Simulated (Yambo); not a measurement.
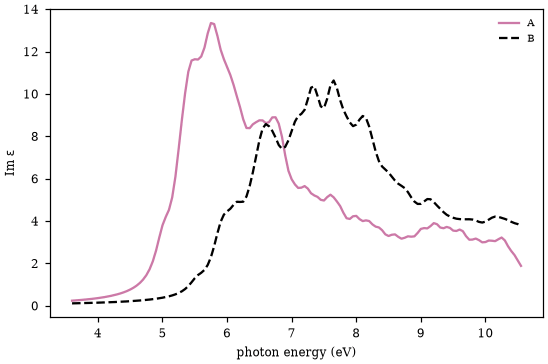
Figure. Two computed absorption spectra of CaHI (space group P4/nmm, No. 129) (Yambo, PBEsol bands with the same scissor, field along x)

Axes are Cartesian, with cell vectors (Å) (3.98, 0.00, 0.00), (0.00, 3.98, 0.00), (0.00, 0.00, 8.59).

Task: Which curve includes the electron-hole attraction (BSE)?

Result: Curve A: the attraction moves weight to lower energy (centre of the plotted range 7.0 eV against 7.9 eV). Settings: 4×4×2 mesh, 16 valence and 28 conduction bands, static screening with 148 bands and a 3 Ry block, scissor 2.03 eV, Tamm-Dancoff. The scissor comes from a G0W0 run whose convergence isn't established. Broadening 0.15 eV. The band window holds all transitions up to 10.9 eV. On this mesh the peak heights and the fine structure are mesh artefacts; only the shift of weight is robust.

Spin-orbit coupling is included.

Geometry relaxed with PBE+D3(BJ); primitive cell a = 3.980 Å, b = 3.980 Å, c = 8.591 Å, α = 90.00°, β = 90.00°, γ = 90.00°.
